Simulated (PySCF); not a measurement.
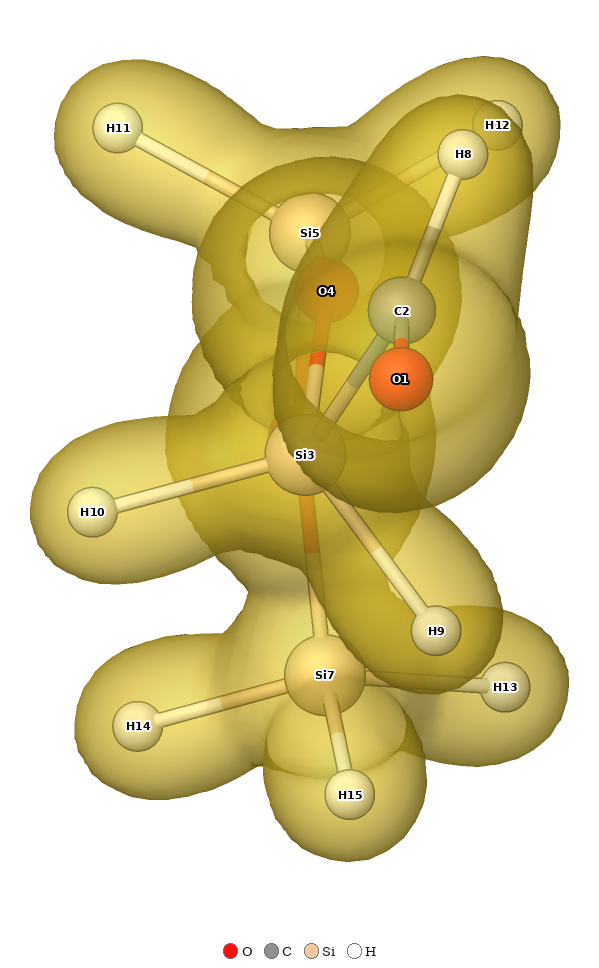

CH8O3Si3 (SMILES O=C[SiH2]O[SiH2]O[SiH3]). Isosurface of the total electron density at 0.5 e/Å³ (yellow), seen at an oblique angle.

Geometry: GFN2-xTB.

Level of theory: PBE0/pcSseg-1, SCF density, gas phase, non-relativistic (PySCF 2.14.0).

```xyz
15

O    -4.3054   -0.0538    0.3575
C    -3.2550    0.5181    0.2126
Si   -1.6225   -0.3528   -0.2906
O    -0.5731    0.8657   -0.4387
Si    0.9410    1.3995   -0.7063
O     1.9927    0.1917   -0.5376
Si    2.5840   -1.2472   -0.0734
H    -3.2139    1.6184    0.3831
H    -1.2121   -1.2634    0.7761
H    -1.7820   -1.0359   -1.5720
H     1.0117    1.8244   -2.0945
H     1.1857    2.3842    0.3351
H     3.4718   -0.9709    1.0548
H     3.2980   -1.7498   -1.2445
H     1.4748   -2.1203    0.3108
```

Which contacts does the surface bridge?

Answer. At this value the surface is in one piece. It bridges the sampled C–O (1.20 Å), Si–O (1.61 Å), C–Si (1.92 Å) and C–H (1.11 Å) contacts, where the density stays above the isovalue. On the grid the lowest density along these lines, outside the cores, is 2.9 e/Å³ (C–O, 1.20 Å), 0.99 e/Å³ (Si–O, 1.61 Å), 0.79 e/Å³ (C–Si, 1.92 Å) and 1.8 e/Å³ (C–H, 1.11 Å).
